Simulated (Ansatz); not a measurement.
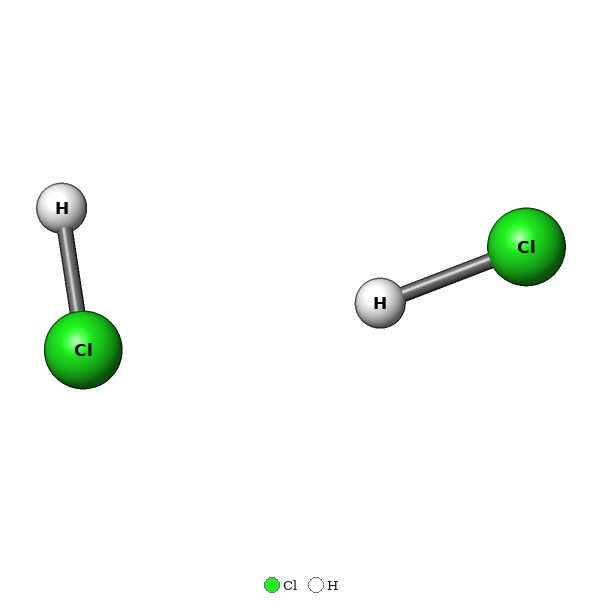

Harmonic vibrations computed with RKS PBE0-D4/def2-TZVP (Ansatz 0.2.0) at a stationary point of the same level.

Q: Minimum or transition state?

A: A minimum: no imaginary frequency, and the lowest mode lies at 77 cm⁻¹.

Q: How many vibrational modes are there, and where do they lie?

A: 6 modes: 77, 116, 236, 357, 2899, 2984 cm⁻¹.
